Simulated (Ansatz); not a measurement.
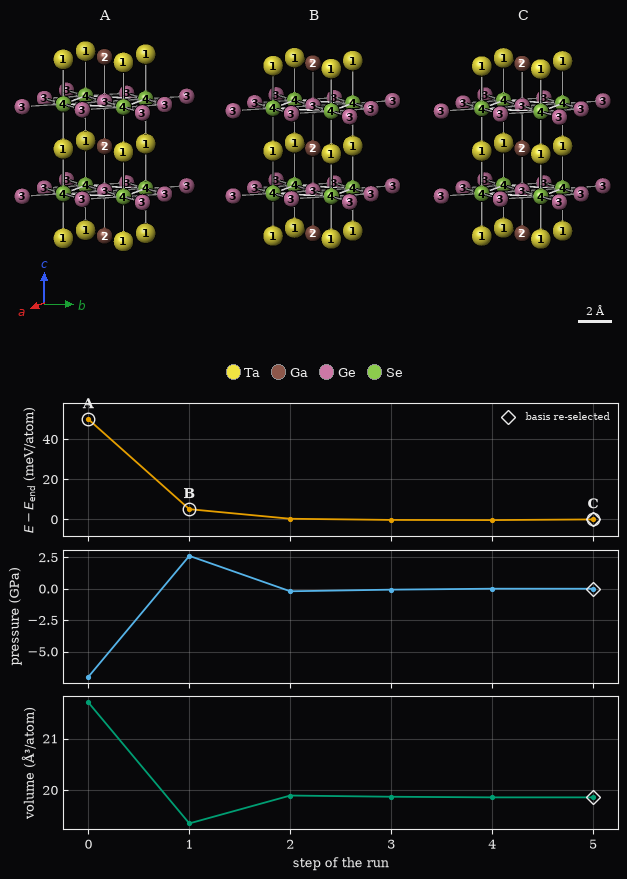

Frames of a relaxation of a crystal of TaGaGeSe (a generated structure, set up in P4/mmm) (coarse preliminary run), marked on the history of the run. Style: ball-and-stick. Shown: the cell of the calculation, slightly off an axis.

The calculation used Ansatz 0.2.0, DFT PBE, scalar-relativistic, plane waves, PAW.

Input
```yaml
crystal:
  lattice:
    - [3.94753057, 0.0, 0.0]
    - [0.0, 3.94753057, 0.0]
    - [0.0, 0.0, 5.56974477]
  atoms:
    - { symbol: Ta, position: [0.0, 0.0, 0.5] }
    - { symbol: Ga, position: [0.5, 0.5, 0.5] }
    - { symbol: Ge, position: [0.5, 0.5, 0.0] }
    - { symbol: Se, position: [0.0, 0.0, 0.0] }
basis:
  ecutwfc: 420
kpoints:
  mp_grid: { grid: [4, 4, 4] }
hamiltonian:
  xc: pbe
scf:
  occupations: { method: gaussian, width: 0.1 }
  lower_state_search: "off"
output:
  forces: true
  stress: true
  eigenvalues: true
relax:
  adjacent_minimum: "off"
  f_tol: 0.04
  max_steps: 70
  cell: { stress_tol: 0.4 }
```

Run as
```bash
ansatz run input.yaml --threads 1 --pin off --max-ram 2048MiB --backend cpu --events-out ev --progress --plain --runs-dir out
```

### What happens along the run?

The atoms keep their places relative to the cell (all moves are under 0.005 Å). The drawn cell changes as follows: a = b 3.948 → 3.877 Å (−1.8 %), c 5.570 → 5.286 Å (−5.1 %); the volume changes by −8.5 %. Near-neighbour distances that change, for instance: Ga2–Ge3 2.785 → 2.643 Å, Ta1–Se4 2.785 → 2.643 Å, Ge3–Se4 2.791 → 2.741 Å, Ta1–Ga2 2.791 → 2.741 Å. The space group stays P4/mmm (No. 123). After 4 accepted moves (5 points after the start) the energy has fallen by 49.9 meV per atom. All forces vanish by symmetry, so only the cell relaxes. The pressure goes from −7.01 to 0.00 GPa. The SCF was repeated once at an unchanged geometry on a basis and grid sized afresh for the cell, which shifted the energy by 0.3 meV per atom at most. From step 0 to 1: volume −10.8 %, energy −44.8 meV per atom. From step 1 to 5: volume +2.6 %, energy −5.1 meV per atom.

| step | E − E(0), meV/atom | pressure, GPa | volume, Å³/atom | note |
| --- | --- | --- | --- | --- |
| 0 | 0.00 | -7.01 | 21.698 |  |
| 1 | -44.79 | 2.62 | 19.354 |  |
| 2 | -49.57 | -0.20 | 19.895 |  |
| 3 | -50.16 | -0.07 | 19.871 |  |
| 4 | -50.23 | 0.00 | 19.859 |  |
| 5 | -49.90 | 0.00 | 19.859 | same geometry, new basis |

Limits of the set-up: the k-point mesh is coarse for a cell with partly filled bands.
